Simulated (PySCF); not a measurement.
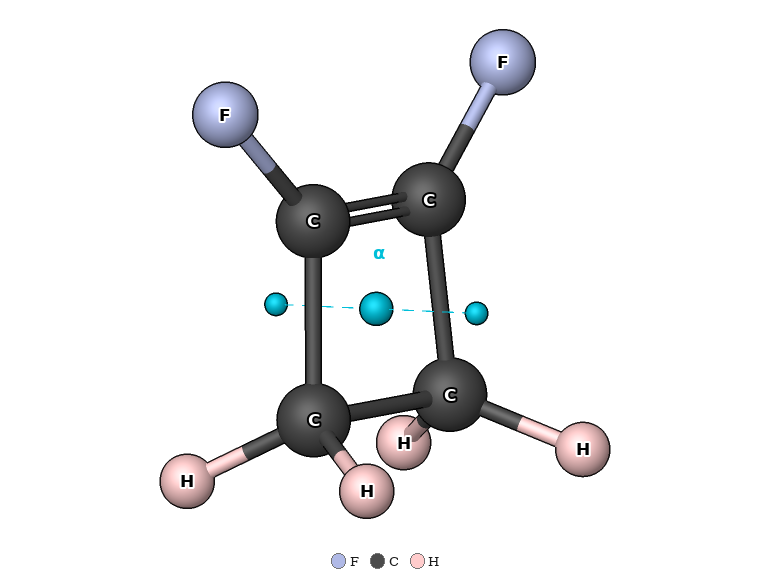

The small points mark where nucleus-independent chemical shifts (NICS) were computed: at the centre of each lettered ring and 1 Å above and below it. The computed structure is the end point of a PBE0-D3(BJ)/def2-SVP optimisation. No frequency run is at hand to confirm it as a minimum. Properties computed with GIAO KT3/pcSseg-2 NMR shielding, non-relativistic, gas phase (PySCF 2.14.0).

Give NICS(0), NICS(1) and the out-of-plane component NICS(1)zz for each ring (means of the two sides).

```csv
ring,members,NICS(0),NICS(1),NICS(1)zz
α,C4,−18.8,−3.9,−5.5
```

Values in ppm.
